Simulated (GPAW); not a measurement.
**A 8-layer slab of Cu(100): work function by functional and basis**

Aim: the work function of both faces of a 8-layer slab of Cu(100), and its spread over functionals and bases.

Calculated with GPAW 26.7.0; GPAW, PAW setups; slab in vacuum, relaxation, in the first sound run; inputs show where later runs differ.

## Step 1: The starting structure

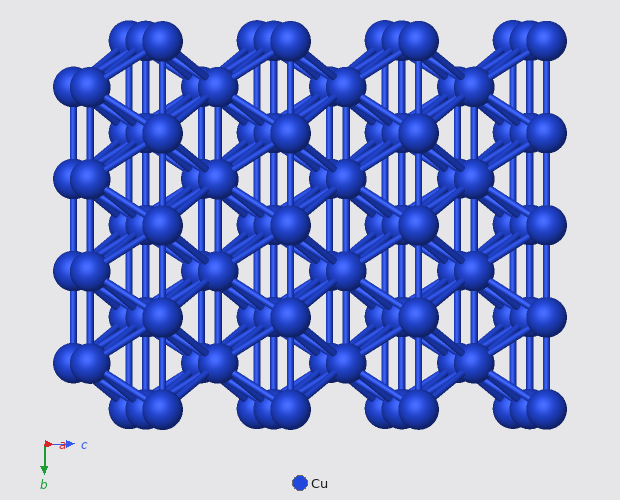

The starting structure, seen from the side, with the c axis across the page (copper blue). 2×4×1 cells are drawn. Some periodic images of atoms are drawn too.

The cell holds 8 atoms: 8 Cu. Its edges and angles: a = 2.553 Å, b = 2.553 Å, c = 26.635 Å, α = 90.0°, β = 90.0°, γ = 90.0°. Vacuum lies along c.

## Step 2: Relaxing the atoms

The atoms are relaxed first, since the surface dipole, and with it the work function, follows the positions of the outer layers. The lowest 4 atoms are held at bulk positions and keep their forces.

Contents of run.py:

```python
import json
import numpy as np
from ase import Atoms
from ase.constraints import FixAtoms
from ase.optimize import BFGS
from gpaw import GPAW, PW

slab = Atoms(
    ['Cu', 'Cu', 'Cu', 'Cu', 'Cu', 'Cu', 'Cu', 'Cu'],
    positions=[
        [1.27633, 1.27633, 7.00000],
        [0.00000, 0.00000, 8.80500],
        [1.27633, 1.27633, 10.61000],
        [0.00000, 0.00000, 12.41500],
        [1.27633, 1.27633, 14.22000],
        [0.00000, 0.00000, 16.02500],
        [1.27633, 1.27633, 17.83000],
        [0.00000, 0.00000, 19.63500]],
    cell=[[2.55266, 0.0, 0.0], [0.0, 2.55266, 0.0], [0.0, 0.0, 26.635]],
    pbc=[True, True, False])

slab.calc = GPAW(mode=PW(400), xc='PBE', kpts={'size': (12, 12, 1), 'gamma': True},
                 occupations={'name': 'fermi-dirac', 'width': 0.1}, nbands='160%',
                 convergence={'density': 1e-05}, maxiter=200,
                 poissonsolver={'dipolelayer': 'xy'},
                 symmetry={'tolerance': 1e-3, 'extra_ids': [1, 1, 1, 1, 0, 0, 0, 0]}, txt='slab.txt')
result = {}
slab.set_constraint(FixAtoms([0, 1, 2, 3]))
path = []
opt = BFGS(slab, maxstep=0.2)
opt.attach(lambda: path.append((slab.get_potential_energy(), slab.positions.tolist(), slab.get_forces().tolist())))
result['relaxed'] = bool(opt.run(fmax=0.03, steps=40))
result['path'] = path
energy = slab.get_potential_energy()
fermi = slab.calc.get_fermi_level()
v = slab.calc.get_electrostatic_potential().mean((0, 1)) - fermi
n = slab.calc.get_pseudo_density().mean((0, 1))
L = slab.cell[2, 2]
z = np.arange(len(v)) * L / len(v)
low, high = slab.positions[:, 2].min(), slab.positions[:, 2].max()
below, above = np.interp([low - 4.8, high + 4.8], z, v)
slopes = [np.interp(x, z, np.gradient(v, z)) for x in (low - 4.8, high + 4.8)]
eps = np.array([[slab.calc.get_eigenvalues(k, s) for k in range(len(slab.calc.get_ibz_k_points()))]
                for s in range(slab.calc.get_number_of_spins())]) - fermi
top, bottom = eps[eps < 0].max(), eps[eps > 0].min()
dipole = slab.get_dipole_moment()[2]
print(f'energy {energy:.4f} eV, Fermi level {fermi:.4f} eV, dipole {dipole:.5f} e A')
print(f'potential 4.8 A off the faces, from the Fermi level: lower {below:.4f} eV, upper {above:.4f} eV')
print(f'slope of the potential there: lower {slopes[0]:.5f}, upper {slopes[1]:.5f} eV/A')
print(f'nearest levels on the mesh: {top:.4f} and {bottom:.4f} eV')
print('magnetic moment', round(slab.get_magnetic_moment(), 3))
result.update(energy=energy, fermi=fermi, dipole=dipole, below=below, above=above, slopes=slopes, edges=[top, bottom],
              z=z.tolist(), v=v.tolist(), n=n.tolist(), positions=slab.positions.tolist(),
              forces=slab.get_forces(apply_constraint=False).tolist(), moments=slab.get_magnetic_moments().tolist())
json.dump(result, open('result.json', 'w'))
```

On the command line:

```console
OMP_NUM_THREADS=1 OPENBLAS_NUM_THREADS=1 python run.py
```

The program printed:

```text
Step          Energy          fmax
BFGS:    0      -27.177553        0.218104
BFGS:    1      -27.178210        0.192637
BFGS:    2      -27.180488        0.077052
BFGS:    3      -27.180649        0.073311
BFGS:    4      -27.183005        0.075618
BFGS:    5      -27.184437        0.137572
BFGS:    6      -27.185016        0.138924
BFGS:    7      -27.187261        0.104340
BFGS:    8      -27.188055        0.062335
BFGS:    9      -27.188402        0.012689
energy -27.1378 eV, Fermi level 2.3350 eV, dipole 0.00109 e A
potential 4.8 A off the faces, from the Fermi level: lower 4.5690 eV, upper 4.5528 eV
slope of the potential there: lower -0.00077, upper 0.00078 eV/A
nearest levels on the mesh: -0.0002 and 0.0065 eV
magnetic moment 0.0
```

Wall time 21 min (1 thread of Intel Xeon at 2.80GHz (Skylake/Cascade Lake), shared host); peak memory 0.29 GiB.

Relaxation path:

```csv
step,energy less that of the first step (eV),largest force (eV/Å)
1,0.0000,0.2181
2,-0.0007,0.1926
3,-0.0030,0.0771
4,-0.0031,0.0733
5,-0.0055,0.0756
6,-0.0069,0.1376
7,-0.0075,0.1389
8,-0.0100,0.1043
9,-0.0109,0.0623
10,-0.0113,0.0127
```

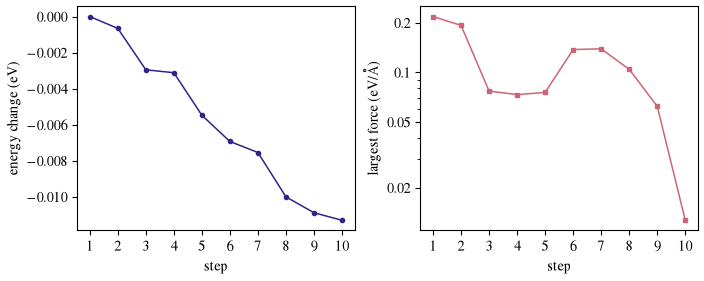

Energy and largest force along the relaxation.

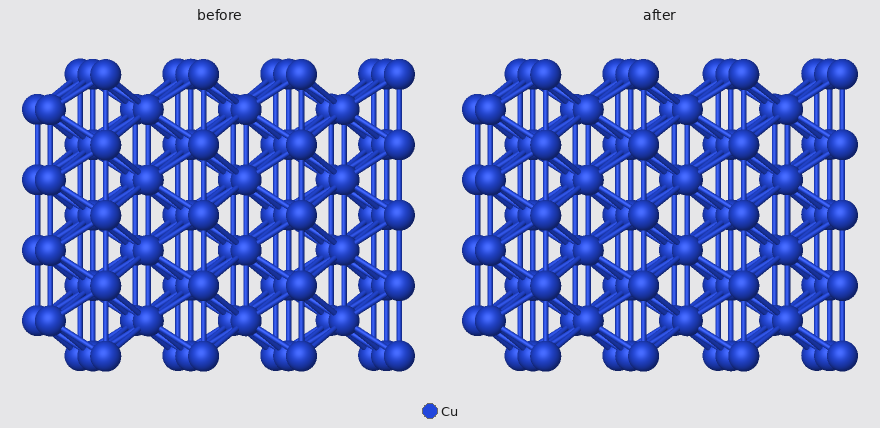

The structure before and after the relaxation, drawn at the same scale.

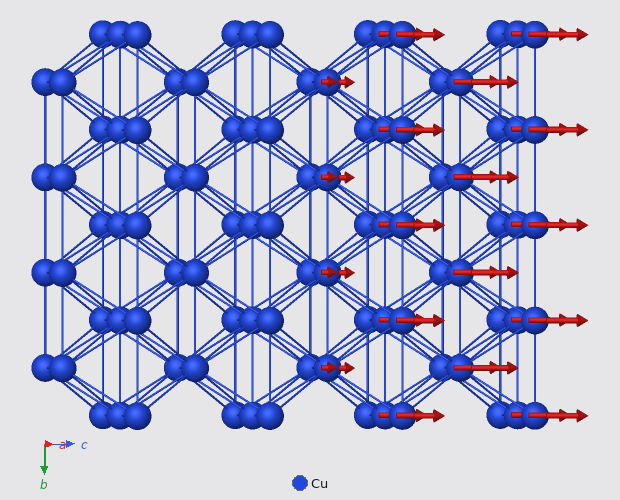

Displacements in the relaxation, exaggerated; the longest in the cell stands for 0.13 Å. 2×4×1 cells are drawn. Some periodic images of atoms are drawn too.

The atoms that moved most (Å):

```csv
atom,dx,dy,dz,length
Cu7,0.000,0.000,0.128,0.128
Cu8,0.000,0.000,0.114,0.114
Cu6,0.000,0.000,0.085,0.085
Cu5,0.000,0.000,0.044,0.044
```

Final coordinates:

```xyz
8
Lattice="2.5527 0.0000 0.0000 0.0000 2.5527 0.0000 0.0000 0.0000 26.6350" Properties=species:S:1:pos:R:3
Cu    1.2763    1.2763    7.0000
Cu    0.0000    0.0000    8.8050
Cu    1.2763    1.2763   10.6100
Cu    0.0000    0.0000   12.4150
Cu    1.2763    1.2763   14.2639
Cu    0.0000    0.0000   16.1096
Cu    1.2763    1.2763   17.9584
Cu    0.0000    0.0000   19.7489
```

This step gave:

```
dipole along the normal                    : 0.001093 e·Å
levels nearest the Fermi level on the mesh : -2.01e-4, 0.006530 eV from the Fermi level
upper work function                        : 4.553 eV
lower work function                        : 4.569 eV
```

The electrostatic potential energy of an electron (without an applied field's), less the Fermi level, planar mean oscillates, so the rows of the table below give means over windows of 1.81 Å about each position, cut where the curve ends. Its maxima inside the range that stand out by 2 % of the span (Å: eV): 7.9: -1.55, 9.7: -1.65, 11.5: -1.63, 13.3: -1.25, 15.2: -1.31, 17.0: -1.25, 18.9: -1.68. Its minima: 7.0: -15.8, 8.8: -16.1, 10.7: -16.0, 12.5: -15.9, 14.3: -16.0, 16.1: -16.0, 18.0: -16.0, 19.7: -15.8.

Table of electrostatic potential energy of an electron (without an applied field's), less the Fermi level, planar mean by z; means over each step:

```csv
z (Å),"electrostatic potential energy of an electron (without an applied field's), less the Fermi level, planar mean (eV)"
0.91,4.57
2.71,4.57
4.52,4.43
6.33,-4.52
8.14,-8.04
9.95,-8.10
11.76,-8.08
13.57,-7.68
15.38,-7.68
17.20,-7.67
19.00,-8.13
20.81,-0.337
22.62,4.50
24.43,4.55
26.24,4.55
```

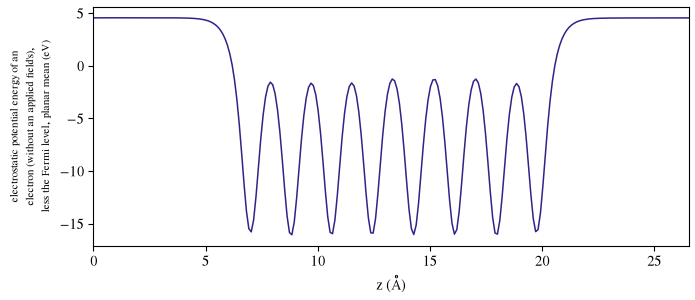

Electrostatic potential energy of an electron (without an applied field's), less the Fermi level, planar mean, plotted against z.

The pseudo valence density, planar mean oscillates, so the rows of the table below give means over windows of 2 Å about each position, cut where the curve ends. Its maxima inside the range that stand out by 2 % of the span (Å: e/Å³): 7.0: 2.10, 8.7: 2.05, 10.7: 2.09, 12.4: 2.07, 14.3: 2.12, 16.2: 2.01, 17.9: 2.07, 19.8: 2.05. Its minima: 7.9: 0.305, 9.8: 0.316, 11.5: 0.305, 13.4: 0.295, 15.1: 0.292, 17.0: 0.287, 18.8: 0.322.

The pseudo valence density, planar mean by z; means over each step:

```csv
z (Å),"pseudo valence density, planar mean (e/Å³)"
2,1.1e-5
4,0.00163
6,0.422
8,1.02
10,0.964
12,0.914
14,0.872
16,0.869
18,0.873
20,0.809
22,0.0110
24,6.7e-5
```

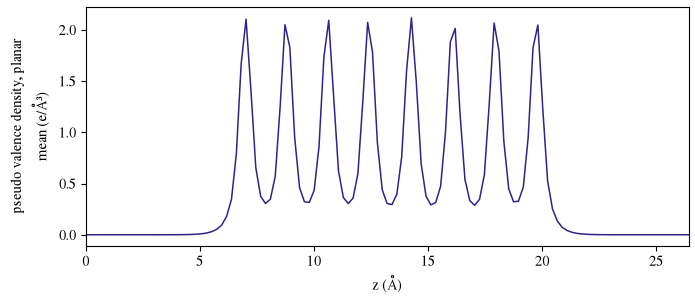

Pseudo valence density, planar mean, plotted against z.

The relaxation lowered the energy of the cell by 0.0113 eV (energies extrapolated to zero smearing; the optimiser's log prints free energies). The largest force left on a free atom is 0.013 eV/Å.

## Step 3: Plane waves, PBE

The work function is the vacuum plateau of the electrostatic potential less the Fermi level; a dipole layer lets the two faces have plateaus of their own.

This step: GPAW, PAW setups; slab in vacuum (GPAW 26.7.0).

Edit run.py of step 2 so:

```diff
@@ -3,4 +3,2 @@
 from ase import Atoms
-from ase.constraints import FixAtoms
-from ase.optimize import BFGS
 from gpaw import GPAW, PW
@@ -14,6 +12,6 @@
         [0.00000, 0.00000, 12.41500],
-        [1.27633, 1.27633, 14.22000],
-        [0.00000, 0.00000, 16.02500],
-        [1.27633, 1.27633, 17.83000],
-        [0.00000, 0.00000, 19.63500]],
+        [1.27633, 1.27633, 14.26386],
+        [-0.00000, -0.00000, 16.10962],
+        [1.27633, 1.27633, 17.95838],
+        [-0.00000, -0.00000, 19.74887]],
     cell=[[2.55266, 0.0, 0.0], [0.0, 2.55266, 0.0], [0.0, 0.0, 26.635]],
@@ -25,10 +23,4 @@
                  poissonsolver={'dipolelayer': 'xy'},
-                 symmetry={'tolerance': 1e-3, 'extra_ids': [1, 1, 1, 1, 0, 0, 0, 0]}, txt='slab.txt')
+                 symmetry={'tolerance': 1e-3}, txt='slab.txt')
 result = {}
-slab.set_constraint(FixAtoms([0, 1, 2, 3]))
-path = []
-opt = BFGS(slab, maxstep=0.2)
-opt.attach(lambda: path.append((slab.get_potential_energy(), slab.positions.tolist(), slab.get_forces().tolist())))
-result['relaxed'] = bool(opt.run(fmax=0.03, steps=40))
-result['path'] = path
 energy = slab.get_potential_energy()
```

The program printed:

```text
energy -27.1378 eV, Fermi level 2.3349 eV, dipole 0.00049 e A
potential 4.8 A off the faces, from the Fermi level: lower 4.5685 eV, upper 4.5539 eV
slope of the potential there: lower -0.00072, upper 0.00082 eV/A
nearest levels on the mesh: -0.0002 and 0.0065 eV
magnetic moment 0.0
```

Elapsed: 4 min, on 1 thread; peak memory 0.29 GiB.

Numbers from this step:

- dipole along the normal: 4.90e-4 e·Å
- levels nearest the Fermi level on the mesh: -2.01e-4, 0.006538 eV from the Fermi level
- upper work function: 4.554 eV

The electrostatic potential energy of an electron (without an applied field's), less the Fermi level, planar mean oscillates, so the rows of the table below give means over windows of 1.81 Å about each position, cut where the curve ends. Its maxima inside the range that stand out by 2 % of the span (Å: eV): 7.9: -1.55, 9.7: -1.65, 11.5: -1.63, 13.3: -1.25, 15.2: -1.31, 17.0: -1.25, 18.9: -1.68. Its minima: 7.0: -15.8, 8.8: -16.1, 10.7: -16.0, 12.5: -15.9, 14.3: -16.0, 16.1: -16.0, 18.0: -16.0, 19.7: -15.8.

Table of electrostatic potential energy of an electron (without an applied field's), less the Fermi level, planar mean by z; means over each step:

```csv
z (Å),"electrostatic potential energy of an electron (without an applied field's), less the Fermi level, planar mean (eV)"
0.91,4.57
2.71,4.57
4.52,4.43
6.33,-4.52
8.14,-8.04
9.95,-8.10
11.76,-8.08
13.57,-7.68
15.38,-7.68
17.20,-7.67
19.00,-8.13
20.81,-0.336
22.62,4.50
24.43,4.55
26.24,4.55
```

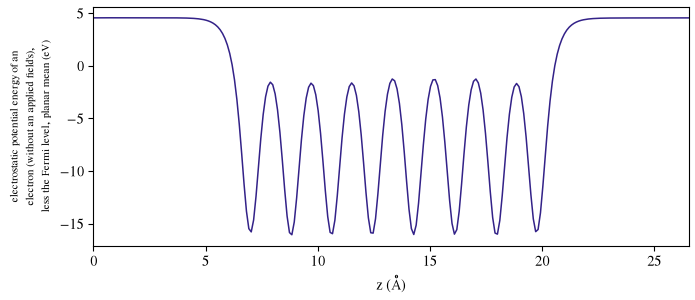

Electrostatic potential energy of an electron (without an applied field's), less the Fermi level, planar mean against z.

The pseudo valence density, planar mean oscillates, so the rows of the table below give means over windows of 2.5 Å about each position, cut where the curve ends. Its maxima inside the range that stand out by 2 % of the span (Å: e/Å³): 7.0: 2.10, 8.7: 2.05, 10.7: 2.09, 12.4: 2.07, 14.3: 2.12, 16.2: 2.01, 17.9: 2.07, 19.8: 2.05. Its minima: 7.9: 0.305, 9.8: 0.316, 11.5: 0.305, 13.4: 0.295, 15.1: 0.292, 17.0: 0.287, 18.8: 0.322.

Table of pseudo valence density, planar mean by z; means over each step:

```csv
z (Å),"pseudo valence density, planar mean (e/Å³)"
2.5,5.6e-5
5.0,0.0341
7.5,0.935
10.0,1.02
12.5,0.779
15.0,1.05
17.5,0.896
20.0,0.685
22.5,0.00464
25.0,9.3e-6
```

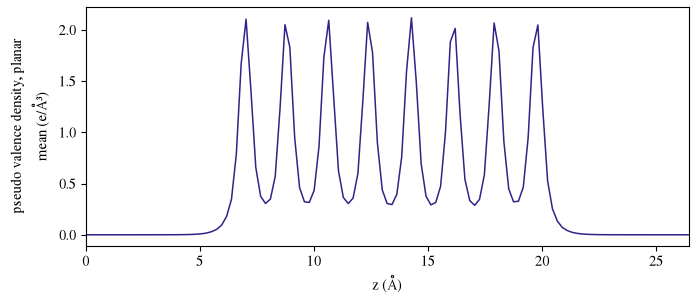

Pseudo valence density, planar mean, plotted against z.

Force by atom:

```csv
atom,x (eV/Å),y (eV/Å),z (eV/Å),size
Cu1,0.000,0.000,0.038,0.038
Cu2,0.000,0.000,-0.220,0.220
Cu3,0.000,0.000,0.017,0.017
Cu4,0.000,0.000,0.179,0.179
Cu5,0.000,0.000,-0.012,0.012
Cu6,0.000,0.000,-0.009,0.009
Cu7,0.000,0.000,0.001,0.001
Cu8,0.000,0.000,0.007,0.007
```

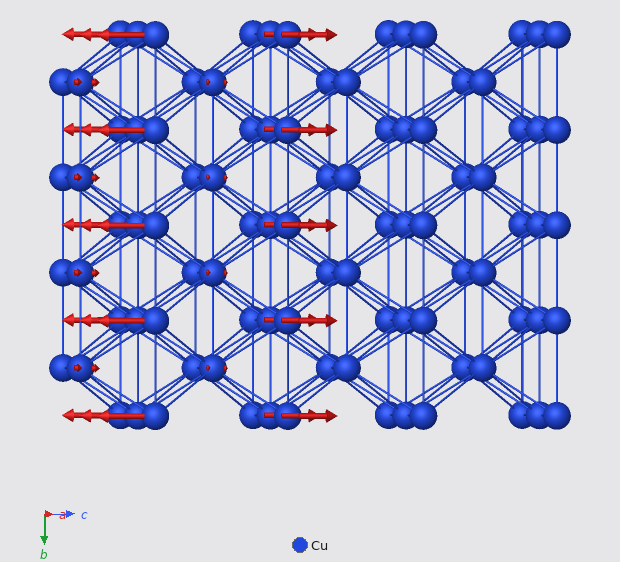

Force as arrows, the longest 0.220 eV/Å. 2×4×1 cells are drawn. Some periodic images of atoms are drawn too.

The potential is flat to 8.2e-4 eV/Å where it is read, so the vacuum is wide enough.

## Step 4: Self-consistent run: xc = "RPBE"

The same geometry under RPBE, to see how far the functional moves the levels against the vacuum.

Edit run.py of step 3 so:

```diff
@@ -19,3 +19,3 @@
 
-slab.calc = GPAW(mode=PW(400), xc='PBE', kpts={'size': (12, 12, 1), 'gamma': True},
+slab.calc = GPAW(mode=PW(400), xc='RPBE', kpts={'size': (12, 12, 1), 'gamma': True},
                  occupations={'name': 'fermi-dirac', 'width': 0.1}, nbands='160%',
```

The program printed:

```text
energy -23.3318 eV, Fermi level 2.4976 eV, dipole 0.00052 e A
potential 4.8 A off the faces, from the Fermi level: lower 4.3888 eV, upper 4.3735 eV
slope of the potential there: lower -0.00078, upper 0.00074 eV/A
nearest levels on the mesh: -0.0195 and 0.0012 eV
magnetic moment 0.0
```

Wall time 3.8 min (1 thread); peak memory 0.29 GiB.

Numbers from this step:

| Item | Value |
| --- | --- |
| dipole along the normal | 5.18e-4 e·Å |
| levels nearest the Fermi level on the mesh | -0.01953, 0.001159 eV from the Fermi level |
| upper work function | 4.373 eV |
| lower work function | 4.389 eV |

The electrostatic potential energy of an electron (without an applied field's), less the Fermi level, planar mean oscillates, so the rows of the table below give means over windows of 1.81 Å about each position, cut where the curve ends. Its maxima inside the range that stand out by 2 % of the span (Å: eV): 7.9: -1.72, 9.7: -1.81, 11.5: -1.79, 13.3: -1.42, 15.2: -1.48, 17.0: -1.42, 18.9: -1.84. Its minima: 7.0: -15.9, 8.8: -16.2, 10.7: -16.1, 12.5: -16.0, 14.3: -16.2, 16.1: -16.1, 18.0: -16.1, 19.7: -15.9.

The electrostatic potential energy of an electron (without an applied field's), less the Fermi level, planar mean by z; means over each step:

```csv
z (Å),"electrostatic potential energy of an electron (without an applied field's), less the Fermi level, planar mean (eV)"
0.91,4.39
2.71,4.39
4.52,4.24
6.33,-4.68
8.14,-8.19
9.95,-8.24
11.76,-8.22
13.57,-7.82
15.38,-7.82
17.20,-7.82
19.00,-8.27
20.81,-0.510
22.62,4.32
24.43,4.37
26.24,4.37
```

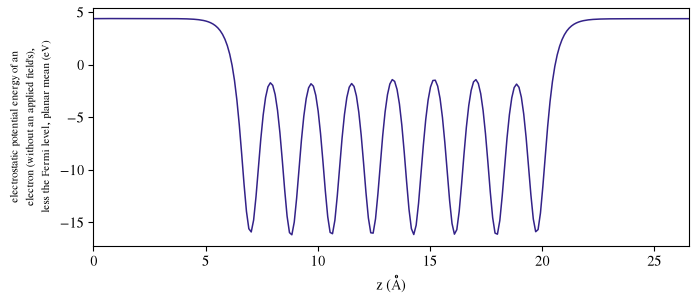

Electrostatic potential energy of an electron (without an applied field's), less the Fermi level, planar mean, plotted against z.

The pseudo valence density, planar mean oscillates, so the rows of the table below give means over windows of 2 Å about each position, cut where the curve ends. Its maxima inside the range that stand out by 2 % of the span (Å: e/Å³): 7.0: 2.10, 8.7: 2.05, 10.7: 2.09, 12.4: 2.07, 14.3: 2.12, 16.2: 2.01, 17.9: 2.07, 19.8: 2.05. Its minima: 7.9: 0.304, 9.8: 0.315, 11.5: 0.304, 13.4: 0.293, 15.1: 0.290, 17.0: 0.286, 18.8: 0.320.

Pseudo valence density, planar mean against z; means over each step:

```csv
z (Å),"pseudo valence density, planar mean (e/Å³)"
2,1.2e-5
4,0.00165
6,0.422
8,1.02
10,0.964
12,0.914
14,0.872
16,0.869
18,0.873
20,0.809
22,0.0109
24,7.5e-5
```

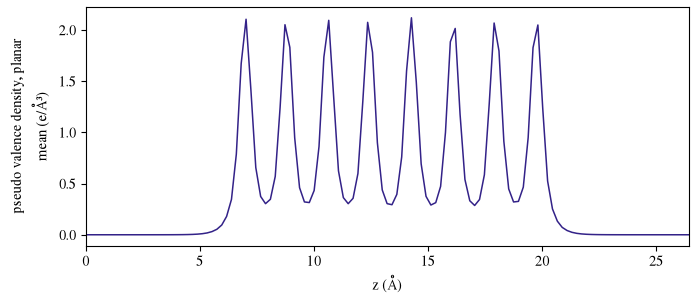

Pseudo valence density, planar mean, plotted against z.

Force by atom:

```csv
atom,x (eV/Å),y (eV/Å),z (eV/Å),size
Cu1,0.000,0.000,-0.185,0.185
Cu2,0.000,0.000,-0.218,0.218
Cu3,0.000,0.000,0.017,0.017
Cu4,0.000,0.000,0.189,0.189
Cu5,0.000,0.000,-0.014,0.014
Cu6,0.000,0.000,-0.009,0.009
Cu7,0.000,0.000,-0.012,0.012
Cu8,0.000,0.000,0.232,0.232
```

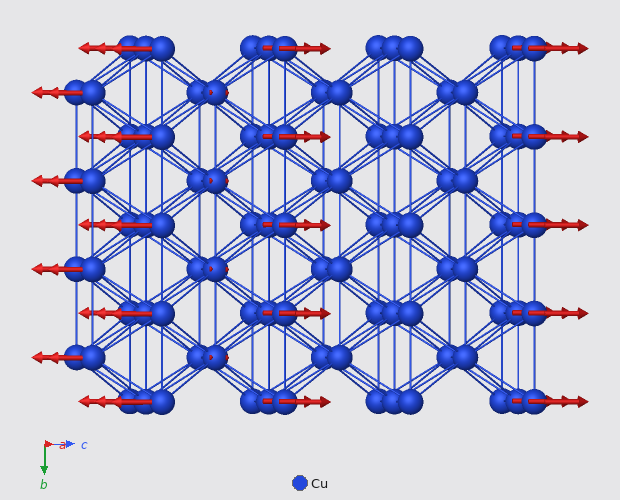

Force as arrows, the longest 0.232 eV/Å. 2×4×1 cells are drawn. Some periodic images of atoms are drawn too.

The upper face's work function is 4.373 eV, against 4.554 eV in the first plane-wave PBE run at this geometry.

(Part 1 of 2 ends here.)

[Logs are printed without paths, hosts, clocks, repeated set-up lines and the standing remarks that a program may print on its own settings, such as how far it seeks lower states.]

[Hosts, paths, dates, database ids (printed as entryN), source tags and the programs' standing remarks are cut or masked in the printed files.]
